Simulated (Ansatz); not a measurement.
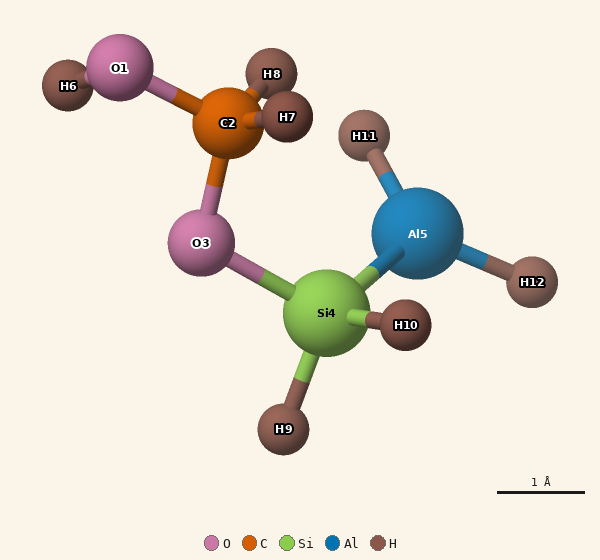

The structure as given in the input (ball-and-stick view, seen at a tilt; atoms are numbered from 1 in the order of the input). Sticks mark near contacts. Bond lengths as drawn: Al–H 1.52 Å, Al–Si 2.33 Å, C–H 1.13 to 1.14 Å, C–O 1.48 Å, H–O 1.05 Å, H–Si 1.46 to 1.47 Å and O–Si 1.76 Å.

**CH$_{7}$AlO$_{2}$Si: molecular dynamics (part 1 of 2)**

The run: molecular dynamics of CH$_{7}$AlO$_{2}$Si, SMILES OCO[SiH2][AlH2]. Method and program: RKS BLYP/STO-3G (Ansatz 0.2.0).

The run did not end well. One setting was made poor on purpose. It belongs to a series of runs on one base structure; here: dynamics from the start.

Input file
```yaml
crystal:
  periodic: [false, false, false]
  atoms:
    - { symbol: O, position_ang: [-2.575114, 1.269554, 0.483745] }
    - { symbol: C, position_ang: [-1.321555, 0.498482, 0.631856] }
    - { symbol: O, position_ang: [-1.113783, -0.277653, -0.61005] }
    - { symbol: Si, position_ang: [0.399178, -1.181902, -0.522636] }
    - { symbol: Al, position_ang: [2.353998, 0.061732, -0.269823] }
    - { symbol: H, position_ang: [-2.393492, 1.741878, -0.431473] }
    - { symbol: H, position_ang: [-1.484668, -0.142118, 1.551607] }
    - { symbol: H, position_ang: [-0.429124, 1.181803, 0.849548] }
    - { symbol: H, position_ang: [0.367141, -1.927368, -1.78042] }
    - { symbol: H, position_ang: [0.250956, -2.198031, 0.529981] }
    - { symbol: H, position_ang: [2.353194, 1.575444, -0.352415] }
    - { symbol: H, position_ang: [3.670269, -0.65712, -0.045918] }
basis:
  gaussian: { orbitals: STO-3G }
hamiltonian:
  xc: blyp
md:
  timestep: 4.0
  n_steps: 40
  ensemble: nve
  temperature: 1000.0
  initial_velocities: maxwell_boltzmann
  seed: 96799
```

Run on 1 thread of Intel Xeon (Sapphire Rapids), 192 GiB of memory available, shared host.

Launched with:
```bash
ansatz run input.yaml --threads 1 --pin off --max-ram 2048MiB --backend cpu --events-out ev --progress --plain --runs-dir out
```

Output
```
Engine: ansatz 0.2.0, x86_64-unknown-linux-gnu
Functional definition: BLYP
  parameter beta = 0.0042
  parameter a = 0.04918
  parameter b = 0.132
  parameter c = 0.2533
  parameter d = 0.349
  exchange = b88_x(beta = beta)
  correlation = lyp_c(a = a, b = b, c = c, d = d)
556 factors; integrals over basis functions are off by at most 1.3e-5 eV
mean field evaluation 1: about -19470.4350 eV, gradient 3.5e1 eV
mean field evaluation 2: about -19404.6234 eV, gradient 1.2e2 eV
mean field evaluation 4: about -19474.3324 eV, gradient 6.2e0 eV
mean field evaluation 8: about -19474.3876 eV, gradient 4.6e-1 eV
mean field evaluation 16: about -19474.3886 eV, gradient 1.2e-5 eV
mean field -19474.38858315 eV, -715.6705802161 hartree, gradient 1.2e-5 eV, S^2 0.000000; 0 other end points of the search recorded, 0 dependent functions left out
the calculation of the forces begins
reference -19474.38887220 eV, -715.6705908383 hartree; 28, 28 occupied and 12, 12 virtual orbitals, 556 factors
md step     0: t =     0.00 fs  T =  1000.0 K  F+E_penalty+E_count = -19474.38858315 eV  E_kin = 1.292600 eV  conserved = -19473.09598316 eV  (25 SCF iters)
these checks for a lower state are left out or cut short: starts, cluster_reference, orbital_swaps, neighbouring_geometries, increment
556 factors; integrals over basis functions are off by at most 1.6e-5 eV
mean field -19473.31725962 eV, -715.6312098024 hartree, gradient 1.0e-5 eV, S^2 0.000000; 0 other end points of the search recorded, 0 dependent functions left out
the calculation of the forces begins
reference -19473.31754811 eV, -715.6312204042 hartree; 28, 28 occupied and 12, 12 virtual orbitals, 556 factors
md step     1: t =     4.00 fs  T =   561.8 K  F+E_penalty+E_count = -19473.31725962 eV  E_kin = 0.726154 eV  conserved = -19472.59110525 eV  (27 SCF iters)
[... from here on the SCF iterations and repeated set-up lines of each step are left out, up to the last step ...]
md step     2: t =     8.00 fs  T =  3568.3 K  F+E_penalty+E_count = -19471.93702179 eV  E_kin = 4.612364 eV  conserved = -19467.32465733 eV  (26 SCF iters)
md step     3: t =    12.00 fs  T = 15462.1 K  F+E_penalty+E_count = -19465.62280517 eV  E_kin = 19.986248 eV  conserved = -19445.63655731 eV  (53 SCF iters)
md step     4: t =    16.00 fs  T = 15727.4 K  F+E_penalty+E_count = -19466.09526592 eV  E_kin = 20.329225 eV  conserved = -19445.76604096 eV  (47 SCF iters)
md step     5: t =    20.00 fs  T = 41822.8 K  F+E_penalty+E_count = -19458.87677881 eV  E_kin = 54.060103 eV  conserved = -19404.81667594 eV  (40 SCF iters)
md step     6: t =    24.00 fs  T = 143214.1 K  F+E_penalty+E_count = -19456.19462160 eV  E_kin = 185.118488 eV  conserved = -19271.07613403 eV  (62 SCF iters)
md step     7: t =    28.00 fs  T = 152408.1 K  F+E_penalty+E_count = -19456.03460379 eV  E_kin = 197.002663 eV  conserved = -19259.03194066 eV  (81 SCF iters)
md step     8: t =    32.00 fs  T = 150410.6 K  F+E_penalty+E_count = -19453.51950665 eV  E_kin = 194.420723 eV  conserved = -19259.09878346 eV  (102 SCF iters)
md step     9: t =    36.00 fs  T = 148299.1 K  F+E_penalty+E_count = -19449.63794721 eV  E_kin = 191.691476 eV  conserved = -19257.94647069 eV  (2050 SCF iters)
md step    10: t =    40.00 fs  T = 145845.3 K  F+E_penalty+E_count = -19446.29431235 eV  E_kin = 188.519575 eV  conserved = -19257.77473741 eV  (725 SCF iters)
md step    11: t =    44.00 fs  T = 144993.8 K  F+E_penalty+E_count = -19446.36807170 eV  E_kin = 187.418956 eV  conserved = -19258.94911540 eV  (348 SCF iters)
md step    12: t =    48.00 fs  T = 154289.8 K  F+E_penalty+E_count = -19440.78074571 eV  E_kin = 199.434933 eV  conserved = -19241.34581220 eV  (298 SCF iters)
md step    13: t =    52.00 fs  T = 194134.1 K  F+E_penalty+E_count = -19441.50717274 eV  E_kin = 250.937687 eV  conserved = -19190.56948577 eV  (1834 SCF iters)
md step    14: t =    56.00 fs  T = 194549.4 K  F+E_penalty+E_count = -19441.44467942 eV  E_kin = 251.474515 eV  conserved = -19189.97016421 eV  (1239 SCF iters)
md step    15: t =    60.00 fs  T = 194333.7 K  F+E_penalty+E_count = -19440.27825814 eV  E_kin = 251.195757 eV  conserved = -19189.08250138 eV  (501 SCF iters)
md step    16: t =    64.00 fs  T = 194532.0 K  F+E_penalty+E_count = -19439.72046981 eV  E_kin = 251.452081 eV  conserved = -19188.26838884 eV  (487 SCF iters)
these checks for a lower state are left out or cut short: starts, cluster_reference, orbital_swaps, neighbouring_geometries, increment
509 factors; integrals over basis functions are off by at most 1.8e-5 eV
mean field evaluation 1056: about -19435.9904 eV, gradient 2.0e-3 eV
mean field evaluation 1088: about -19435.9902 eV, gradient 1.1e-1 eV
mean field evaluation 1120: about -19435.9904 eV, gradient 5.2e-8 eV
mean field evaluation 1152: about -19435.9904 eV, gradient 2.2e-8 eV
mean field evaluation 1184: about -19435.9904 eV, gradient 2.4e-5 eV
mean field -19435.99039570 eV, -714.2594728545 hartree, gradient 1.8e-8 eV, S^2 0.000000; 0 other end points of the search recorded, 0 dependent functions left out
the calculation of the forces begins
reference -19435.99098948 eV, -714.2594946755 hartree; 28, 28 occupied and 12, 12 virtual orbitals, 509 factors
md step    17: t =    68.00 fs  T = 196350.4 K  F+E_penalty+E_count = -19435.99039570 eV  E_kin = 253.802581 eV  conserved = -19182.18781501 eV  (1862 SCF iters)
these checks for a lower state are left out or cut short: starts, cluster_reference, orbital_swaps, neighbouring_geometries, increment
507 factors; integrals over basis functions are off by at most 1.7e-5 eV
mean field evaluation 1216: about -19432.6528 eV, gradient 3.2e-6 eV
mean field evaluation 1248: about -19432.6528 eV, gradient 2.3e-3 eV
```

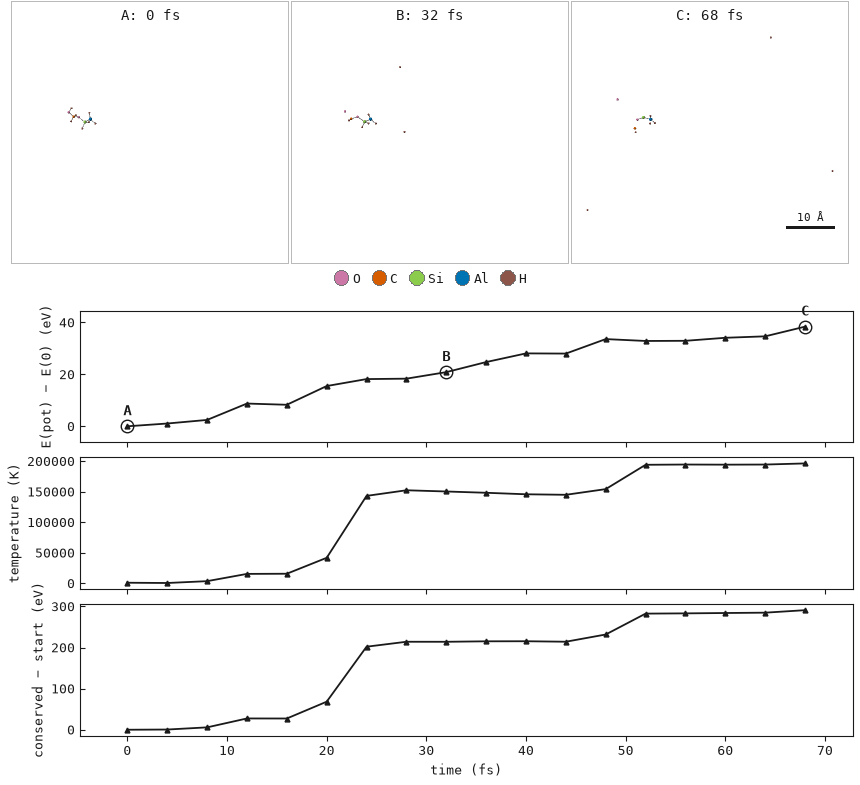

Frames of the molecular dynamics (ball-and-stick, seen at a tilt) above the curves, on which the letters mark them. The trajectory kept here has 18 frames over 68 fs. The temperature starts at 1000 K, ranges from 562 to 196350 K and averages 174148 K over the second half. The potential energy ends 38.398 eV above its first value. The conserved quantity stays within 290 eV. After an unweighted best fit of the last frame on the first, the root-mean-square displacement is 25.01 Å, and H8 has moved furthest (73.03 Å).

```
Unfinished report: {"positions_ang":[[-3.741956733614438,3.948223786590236,3.5481869420944037],[-4.135331206640367,-4.3423934219661025,-2.578500977434523],[-1.5915038361317104,-1.0663135231973495,-0.4780037363656985],[-0.3304441068985735,-0.35153471168931677,-0.9226996960516562],[2.2800523750795385,0.08955281640511459,-0.3569078122250152],[5.9731438234073675,10.692393206166347,-33.25863441331283],[-2.8033325772812416,-4.493892150520882,-1.3797104234651258],[75.327986601547,15.299413186068147,23.077378175583835],[0.33298020692933183,-1.9252248093691091,-2.3794342868263243],[-0.15213238677257634,-16.61980977215628,16.043630593297074],[2.6199280452350475,1.1218709683210868,0.14898998776609493],[2.974434589391364,-0.6967082933381185,-0.9348275286485633]],"unchecked":["starts","cluster_reference","orbital_swaps","neighbouring_geometries","increment"],"mean_field":{"relativity":"none","state":{"energy":{"ev":-19435.990989480364,"hartree":-714.2594946755413},"converged":true,"gradient_ev":1.8330819765105623e-8,"stability":{"kind":"minimum","curvature_ev":-2.1350240697512417e-7},"curvature_floor_ev":0.00030000000000000003,"spin_squared":-1.7763568394002505e-14},"times_over_soft_rotation_bound":1384.6097423146748,"others":[],"fillings":{"estimated":0,"unestimated":0,"tried":0,"untried":0,"excluded_magnetic_sites":0},"n_dropped_functions":0,"n_trapped_functions":0,"passes":{"evaluations":91,"products":1771},"factors":{"origin":"Cholesky decomposition","count":509,"bound_ev":0.000018461219030760063},"gradient_stop_ev":0.00001,"reference_kind":"stationary","functional":{"name":"BLYP","citations":["Becke, Phys. Rev. A 38, 3098 (1988) doi:10.1103/PhysRevA.38.3098","Lee, Yang & Parr, Phys. Rev. B 37, 785 (1988) doi:10.1103/PhysRevB.37.785"],"text":"name \"BLYP\"\ncite \"Becke, Phys. Rev. A 38, 3098 (1988) doi:10.1103/PhysRevA.38.3098\"\ncite \"Lee, Yang & Parr, Phys. Rev. B 37, 785 (1988) doi:10.1103/PhysRevB.37.785\"\nparameter beta = 0.0042\nparameter a = 0.04918\nparameter b = 0.132\nparameter c = 0.2533\nparameter d = 0.349\nexchange = b88_x(beta = beta)\ncorrelation = lyp_c(a = a, b = b, c = c, d = d)\n","parameters":{"a":{"value":0.04918,"default":0.04918},"b":{"value":0.132,"default":0.132},"beta":{"value":0.0042,"default":0.0042},"c":{"value":0.2533,"default":0.2533},"d":{"value":0.349,"default":0.349}},"final_grid":{"core_spheres":13.0,"valence_spheres":11.0,"degree":36.0},"final_grid_parameter_source":"default","radial_points_factor":1.0,"radial_grid_error_ev":9.346635839739679e-7,"grid_sensitivity":"normal","grid_sensitivity_ratio":0.0018663373341989008},"unsmoothed_excess_ev":-0.0005937806290997705,"symmetry":{"irreps":["A"],"axes":[[0.44724245543914054,-0.8511941962262594,0.27466821141788705],[0.8357158875644614,0.28828330980360795,-0.46740955120859695],[0.3186740361640926,0.4385899834690821,0.8402890485276345]],"occupied":[{"A":28},{"A":28}]},"held":{"pivots":506,"left_out":50,"joined":3},"density_repulsion":{"missed_ev":0.000028246109586875517,"excess_ev":0.000013262594206848537,"most_excess_ev":0.0001512,"are_drawn_again":false,"n_first_factors":509,"energy_change_ev":0.0,"n_dropped_ends":0}},"factors":{"origin":"Cholesky decomposition","count":509,"bound_ev":0.000018461219030760063},"n_frozen":0,"n_occupied":[28,28],"n_virtual":[12,12],"reference":{"ev":-19435.990989480364,"hartree":-714.2594946755413},"total":{"ev":-19435.990989480364,"hartree":-714.2594946755413},"forces_ev_per_angstrom":[[0.004269763190187971,-0.00203377944576236,-0.002766290660831065],[3.3566435797435834,-0.3765565543096436,3.0136178098360604],[-3.60904749386621,-1.194870934049437,1.5527473717153364],[6.604895142254619,-1.0738519446254688,-2.781266596296292],[-12.56860323585789,-2.1508602883822294,0.18308735783655905],[-0.000015877858526032598,-0.000038389887131121955,0.00013443665806569318],[-3.3515942003494703,0.374148773448601,-3.0119996387082852],[-0.000015006845021889452,-6.957885882172142e-7,-6.837678889430295e-6],[-0.8824867979008966,2.1851609114194677,1.4959507128847327],[0.0000641124863275201,0.00025775919053485936,-0.0002326805404375016],[3.3879779756585036,10.633202609039268,5.388775325261776],[7.057912039347988,-8.394557466613342,-5.838040970302571]],"charge_distribution":{"dipole_moment_e_ang":[-4.383518100356568,-0.468238949267285,-0.4746752688916626],"mulliken_charges_e":[-0.06905368360616393,0.10373413823557165,-0.3027694602324189,0.3700431063453724,0.8613072891463798,-0.06708099497542808,-0.07742273452815662,-0.06475058657431099,-0.22275145268897023,-0.06921014134900783,-0.23486103200140818,-0.2271844477714804],"lowdin_charges_e":[-0.0690536836121467,0.1065917335541755,-0.18857283713347606,0.2760218698450476,0.6968816719994404,-0.06708099497542785,-0.08027939650256477,-0.06475058657431232,-0.2260136256314218,-0.0692101413490076,-0.16029727581881703,-0.15423673380150582]},"n_threads":1,"memory_gib":1.7045454550534487,"seconds":{"hamiltonian":101.910253176,"orbitals":0.0,"second_order":0.0,"solver_start":0.0,"cycles":0.0,"cycle":0.0,"perturbative":0.0,"full_ci_increment":0.0,"forces":0.0}}
Error: SIGTERM received: run cancelled behind 1273 evaluations of the mean field
```

Trajectory as extended XYZ (Å, eV, eV/Å), 18 frames, from step=0 to step=17
```
12
Properties=species:S:1:pos:R:3:forces:R:3 step=0 time_fs=0.0 energy=-19474.38858 temperature=1000.0
O    -2.5751    1.2696    0.4837    0.0045  -0.0019  -0.0016
C    -1.3216    0.4985    0.6319   -0.0016   0.0051  -0.0013
O    -1.1138   -0.2777   -0.6100   -0.0051   0.0012   0.0007
Si    0.3992   -1.1819   -0.5226    0.0045  -0.0033  -0.0004
Al    2.3540    0.0617   -0.2698    0.0050   0.0035  -0.0001
H    -2.3935    1.7419   -0.4315   -0.0003  -0.0011   0.0020
H    -1.4847   -0.1421    1.5516   -0.0021  -0.0003   0.0007
H    -0.4291    1.1818    0.8495    0.0008  -0.0010  -0.0002
H     0.3671   -1.9274   -1.7804   -0.0002   0.0001  -0.0005
H     0.2510   -2.1980    0.5300    0.0000  -0.0007   0.0005
H     2.3532    1.5754   -0.3524    0.0030  -0.0092   0.0016
H     3.6703   -0.6571   -0.0459   -0.0085   0.0075  -0.0013
12
Properties=species:S:1:pos:R:3:forces:R:3 step=1 time_fs=4.0 energy=-19473.31726 temperature=561.8
O    -2.6014    1.3206    0.4962    3.5665  -0.3775  -3.6149
C    -1.3202    0.4444    0.6234   -1.1495   1.5187   3.2638
O    -1.1307   -0.3249   -0.6229   -0.3376   1.0141   1.0665
Si    0.3984   -1.1628   -0.5305   -0.2600  -2.2961   0.5000
Al    2.3753    0.0721   -0.2697    1.7370   0.8537   0.0770
H    -2.1720    1.6176   -0.5080   -2.3266   0.3189   1.8787
H    -1.5633   -0.0629    1.6257    0.2070  -1.0486  -0.9195
H    -0.4460    1.1534    1.0198   -0.4966  -0.7449  -1.5009
H     0.1931   -2.0754   -1.6871    0.5369   0.6272   0.0519
H     0.2100   -2.2315    0.5630    0.3842   1.1739  -0.6182
H     2.4699    1.7005   -0.2873   -0.2509  -1.9505   0.0195
H     3.7629   -0.7527   -0.0814   -1.6102   0.9111  -0.2039
```
